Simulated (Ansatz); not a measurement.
```csv
atom,x (Å),y (Å),z (Å)
S,-0.1356,0.0138,1.0427
S,-1.0747,0.5112,-0.8433
Sn,0.5803,-1.2332,-0.8851
```

Geometry: r2SCAN-D4/def2-TZVP; core potentials replace the inner electrons of Sn.

Level of theory: isolated molecule in a Gaussian basis; Kohn-Sham density functional theory, functional PBE0 (Ansatz 0.2.0).

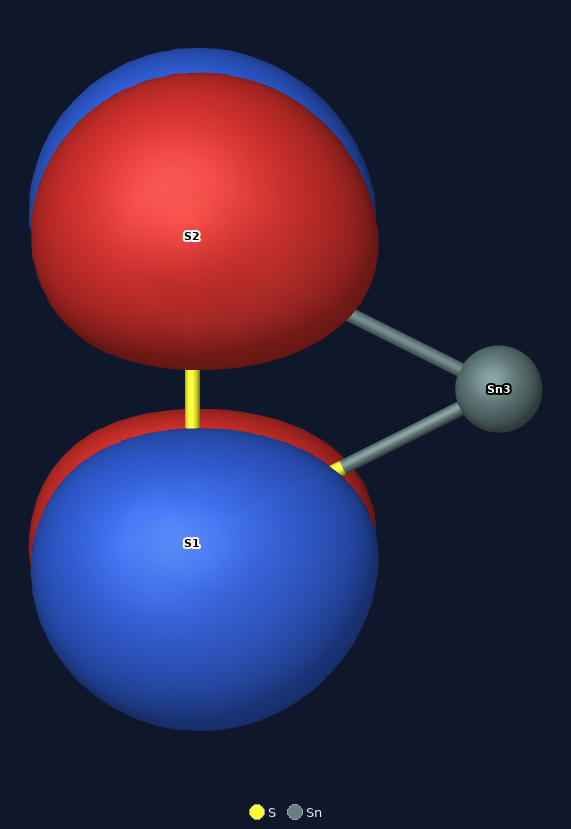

S₂Sn. One frontier orbital at ±0.1 Å⁻³ᐟ² (blue and red are the two phases), seen across its widest extent.

Which orbital is it: HOMO or LUMO?

Answer. The HOMO, at −6.01 eV. By Hirshfeld shares it lies mainly on S1 (about 45 %) and S2 (about 45 %); it changes sign across the molecular plane (π type); π-antibonding (a node) across S1–S2.
